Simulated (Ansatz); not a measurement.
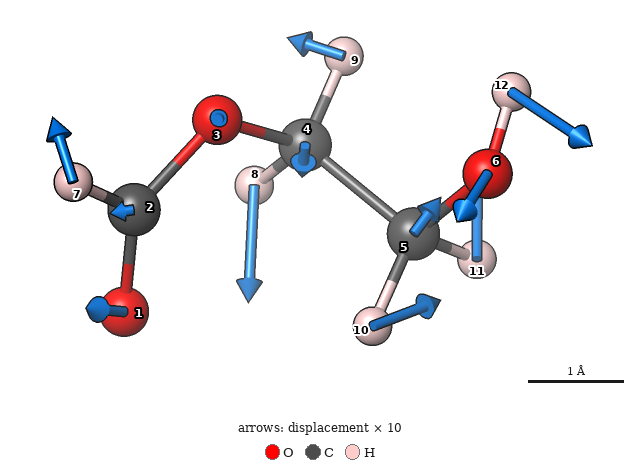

This is a relaxation of C3H6O3 (coarse preliminary run). The starting structure is drawn; blue arrows show the displacements, magnified 10 times. The two geometries are superimposed by the best rigid fit.

The picture is a ball-and-stick view, seen at a tilt.

The start comes from a force field.

The calculation used Ansatz, RKS PBE-D4/def2-SVP.

Input file:
```yaml
crystal:
  periodic: [false, false, false]
  atoms:
    - {symbol: O, position_ang: [1.320900, -1.831300, -0.527000]}
    - {symbol: C, position_ang: [1.481100, -1.187500, 0.524300]}
    - {symbol: O, position_ang: [0.579500, -0.403500, 1.077800]}
    - {symbol: C, position_ang: [-0.657100, -0.255900, 0.378900]}
    - {symbol: C, position_ang: [-0.541100, 0.713600, -0.812400]}
    - {symbol: O, position_ang: [-0.243200, 2.019000, -0.345800]}
    - {symbol: H, position_ang: [2.425900, -1.190500, 1.125900]}
    - {symbol: H, position_ang: [-1.039000, -1.259600, 0.039300]}
    - {symbol: H, position_ang: [-1.425900, 0.086400, 1.065700]}
    - {symbol: H, position_ang: [0.256800, 0.348800, -1.523500]}
    - {symbol: H, position_ang: [-1.477800, 0.763700, -1.397300]}
    - {symbol: H, position_ang: [-0.862200, 2.251900, 0.333500]}
basis:
  gaussian: {orbitals: def2-SVP}
hamiltonian: {xc: pbe, dispersion: d4}
relax: {f_tol: 0.03, max_steps: 200}
```

Question: Which element moves most?

Answer: Hydrogen: up to 0.14 Å, against 0.09 Å for oxygen.

Question: What happened in the run?

Answer: H12 moves most after the best rigid fit: 0.14 Å. Largest moves by element: H 0.14 Å, O 0.09 Å, C 0.05 Å. Some distances before and after: O1–C2 1.243 → 1.211 Å, C2–O3 1.317 → 1.348 Å, O6–H12 0.948 → 0.975 Å, C4–H9 1.086 → 1.110 Å. Among the angles between lasting bonds that change: H8–C4–H9 103.4° → 109.1°, O6–C5–H11 108.1° → 113.2°, O3–C4–H9 109.6° → 104.6°. The energy falls by 4.79 kcal/mol in 6 accepted moves (7 points after the start). Largest force component: 2.4 eV/Å at the start, 0.014 eV/Å at the end. The line search rejected the trial step at point 2 of the run. The run took roughly 40 core-seconds on a shared host.
